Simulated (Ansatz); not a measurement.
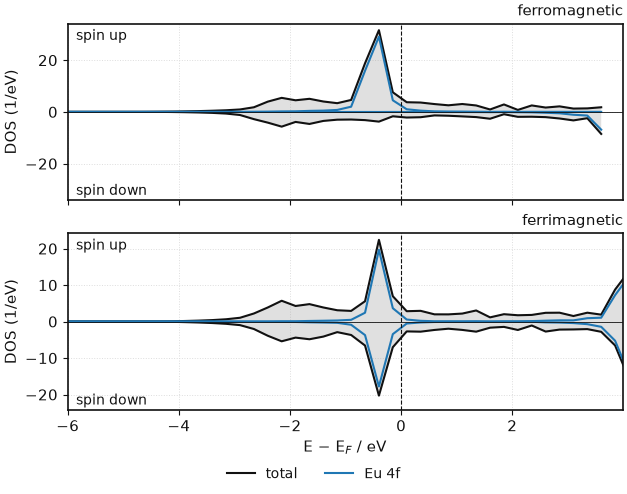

Spin-resolved densities of states of EuRu (amorphous cell), 4 atoms in the cell, in two magnetic states on the same cell (spin down negative; each from its own Fermi level). Computed with Ansatz 0.2.0: DFT with LDA, PAW plane waves, spin-polarised, 4×4×4 k mesh, 420 eV cutoff, Gaussian smearing of 0.17 eV.

How does the magnetic order change the electronic structure?

Ferromagnetic: net moment 12.8 μB, local moments 15.3 μB in all, metal; ferrimagnetic: net moment 0.2 μB, local moments 13.7 μB in all, metal.

Which of these states is lowest in energy?

The ferromagnetic one; the ferrimagnetic state lies 33 meV an atom higher. Other orders weren't compared here.

The atoms aren't at rest in this cell (largest force 1.6 eV/Å), so the relaxed material can differ. Spin-orbit coupling is left out, which matters for Eu.
